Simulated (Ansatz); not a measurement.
# B2H4OSi: the cost of one run

Method: RKS PBE-D4/def2-mTZVP, in Ansatz 0.2.0.

**1. The structure to begin with**

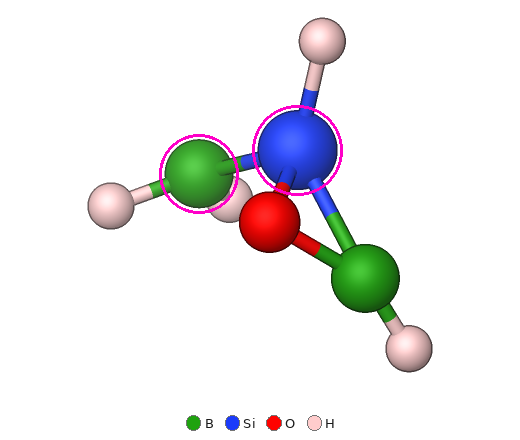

The starting structure, seen from a free direction (boron green, silicon blue, oxygen red, hydrogen pink). Ringed: B1, Si2.

Coordinates:

```xyz
8

B    -0.4808    1.3879   -0.3592
Si    0.7611    0.0031   -0.1465
B     0.0066   -1.7884    0.3132
O     0.5345   -0.7655    1.2978
H    -1.1828    1.4289   -1.3709
H    -1.0123    1.9179    0.5980
H     2.2364    0.2380   -0.2888
H    -0.7705   -2.4791   -0.0994
```

**2. Relaxing end A**

input.yaml

```yaml
crystal:
  periodic: [false, false, false]
  atoms:
    - { symbol: B, position_ang: [-0.4808, 1.3879, -0.3592] }
    - { symbol: Si, position_ang: [0.7611, 0.0031, -0.1465] }
    - { symbol: B, position_ang: [0.0066, -1.7884, 0.3132] }
    - { symbol: O, position_ang: [0.5345, -0.7655, 1.2978] }
    - { symbol: H, position_ang: [-1.1828, 1.4289, -1.3709] }
    - { symbol: H, position_ang: [-1.0123, 1.9179, 0.598] }
    - { symbol: H, position_ang: [2.2364, 0.238, -0.2888] }
    - { symbol: H, position_ang: [-0.7705, -2.4791, -0.0994] }
basis:
  gaussian: { orbitals: def2-mTZVP }
hamiltonian:
  xc: pbe
  dispersion: d4
relax:
  f_tol: 0.015
  max_steps: 40
```

Started as:

```console
> ansatz run input.yaml --threads 2 --pin off --max-ram 3072MiB --backend cpu --events-out ev --progress --plain --runs-dir out
```

Q: Estimate wall time and peak memory on 2 threads of Arm Neoverse V1, shared host.

About 22 s, with a peak of 0.16 GiB.
